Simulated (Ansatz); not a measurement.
## Run report: GaN₂H₉, single-point calculation

The run: single-point calculation of GaN₂H₉. Method and program: RKS PBE0-D4/def2-TZVPP (Ansatz 0.2.0).

The geometry is the product side of a reaction. The reaction was set up to form Ga1–N6, H5–N8 and H2–H7 and to break Ga1–H2, H5–N6 and H7–N8 (atoms counted from 1 in the order of the input); sticks are drawn by distance alone. The geometry comes from this level: PBE0-D4/def2-TZVP.

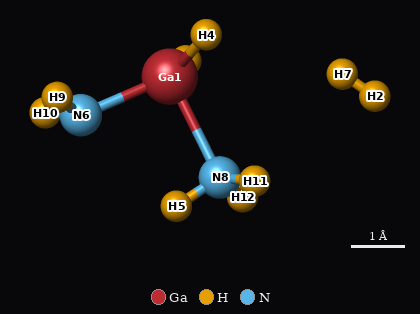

Fig. 1: The input geometry (ball-and-stick view, seen at a tilt; atoms are numbered from 1 in the order of the input). Sticks mark near contacts.

## Key numbers

| quantity | value |
| --- | --- |
| outcome | converged |
| total energy | −55495.9295 eV |
| mean-field energy | −55495.7694 eV |
| dispersion energy | −0.1602 eV |
| SCF solution under orbital rotations | stable |
| HOMO | −6.46 eV |
| LUMO | 0.29 eV |
| hardware | 4 threads of Arm Neoverse V1, 23 GiB of memory available, shared host |
| wall time | 2.4 s (CPU time 8.6 s) |
| peak memory | 0.52 GiB |

## Input
```yaml
crystal:
  periodic: [false, false, false]
  atoms:
    - {symbol: Ga, position_ang: [-0.901707, 0.152882, -0.281503]}
    - {symbol: H, position_ang: [2.359657, 0.975706, -2.350088]}
    - {symbol: H, position_ang: [-0.910278, -0.803432, -1.537320]}
    - {symbol: H, position_ang: [-0.813240, 1.722959, -0.419248]}
    - {symbol: H, position_ang: [0.751543, -0.663656, 1.419676]}
    - {symbol: N, position_ang: [-1.750876, -0.500697, 1.269003]}
    - {symbol: H, position_ang: [1.616334, 0.980036, -2.274058]}
    - {symbol: N, position_ang: [1.048482, -0.279033, 0.525870]}
    - {symbol: H, position_ang: [-2.280730, 0.176009, 1.800623]}
    - {symbol: H, position_ang: [-2.337903, -1.313367, 1.141433]}
    - {symbol: H, position_ang: [1.638021, 0.528501, 0.686001]}
    - {symbol: H, position_ang: [1.580797, -0.975906, 0.019611]}
basis:
  gaussian: {orbitals: def2-TZVPP}
hamiltonian: {xc: pbe0, dispersion: d4}
output: {orbitals: {seedname: orbitals}}
```

Run as:
```bash
ansatz run in.yaml --threads 4 --pin off --events-out ev --progress --plain --max-ram 9574MiB
```

## Log
```
Functional definition: PBE0
  name "PBE0"
  cite "Adamo & Barone, J. Chem. Phys. 110, 6158 (1999) doi:10.1063/1.478522"
  cite "Perdew, Burke & Ernzerhof, Phys. Rev. Lett. 77, 3865 (1996) doi:10.1103/PhysRevLett.77.3865"
  parent pbe
  parameter a = 0.25
  parameter kappa = 0.804
  parameter beta = 0.06672455060314922
  exchange = (1 - a)*pbe_x(kappa = kappa, mu = beta*pi^2/3) + a*exact_x
  correlation = pbe_c(beta = beta)
1254 factors; their error is unknown
mean field evaluation 1: about -55484.2740 eV, gradient 8.0e1 eV
mean field evaluation 2: about -55463.5948 eV, gradient 1.2e2 eV
mean field evaluation 4: about -55495.4297 eV, gradient 9.2e0 eV
mean field evaluation 8: about -55495.5795 eV, gradient 4.1e-2 eV
mean field evaluation 16: about -55495.7693 eV, gradient 9.9e-6 eV
mean field -55495.76931550 eV, -2039.4319059610 hartree, gradient 9.9e-6 eV, S^2 0.000000; 0 other end points of the search recorded, 0 dependent functions left out
reference -55495.76935102 eV, -2039.4319072663 hartree; 27, 27 occupied and 209, 209 virtual orbitals, 1254 factors
Total energy: -55495.92953176 eV, -2039.4377938001 hartree
```

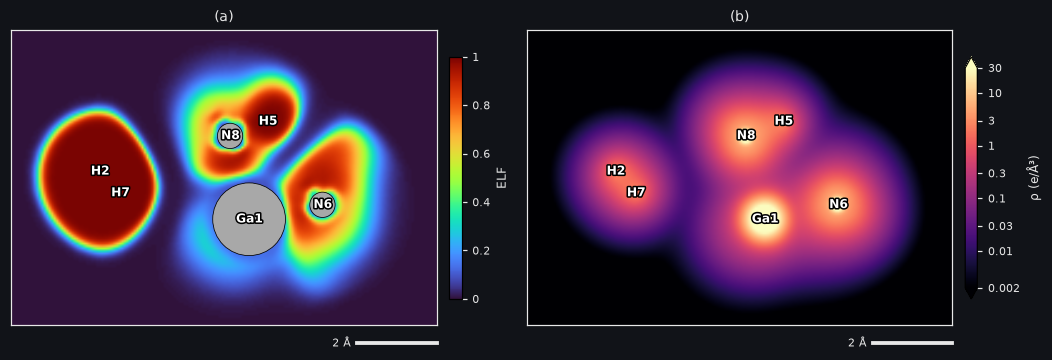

Fig. 2: (a) electron localisation function; (b) total electron density on the plane of atoms Ga1, N8 and H5. Grey discs, where drawn, cover atomic cores. The section cuts through Ga, H and N sites. Ga–N (1.88 Å): ρ at the midpoint is about 0.82 e/Å³; the ELF peaks at about 0.90 in the valence shell of N, 0.6 Å from its nucleus, and is about 0.35 at the midpoint. Ga–N (2.15 Å): ρ at the midpoint is about 0.45 e/Å³; the ELF peaks at about 0.95 in the valence shell of N, 0.6 Å from its nucleus, and is about 0.35 at the midpoint.

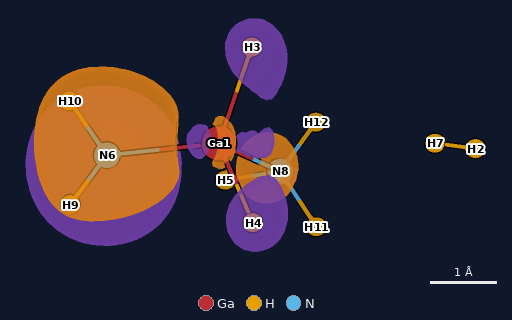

Fig. 3: The HOMO at ±0.1 Å⁻³ᐟ² (orange and purple are the two phases), seen from the side. Its energy is −6.46 eV.

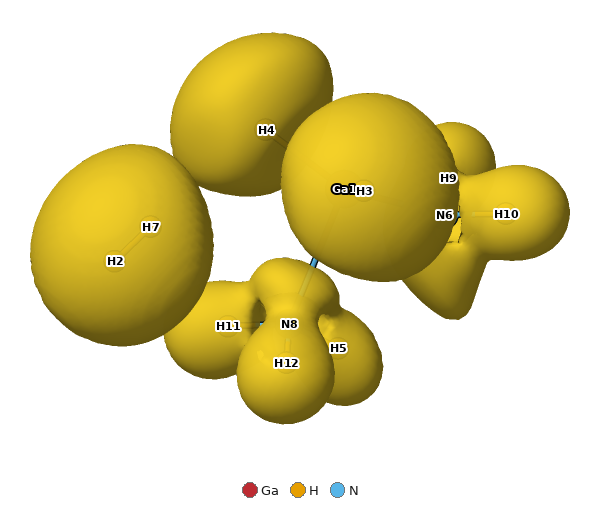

Fig. 4: Isosurface of the electron localisation function at 0.75 (yellow), seen at an oblique angle. Core shells and regions of very low density are left out. Along the contacts the grid gives the following. Ga–N (1.88 Å): the ELF peaks at about 0.90 in the valence shell of N, 0.6 Å from its nucleus, and is about 0.35 at the midpoint.

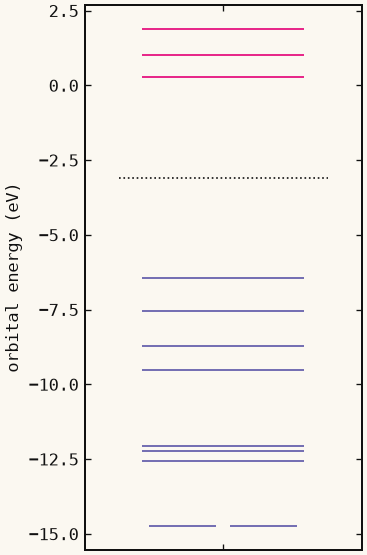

Fig. 5: Orbital energies near the frontier; the dotted line parts filled from empty levels, and levels within 0.02 eV of each other stand side by side. Highest filled −6.46 eV, lowest empty 0.29 eV, 6.75 eV apart.
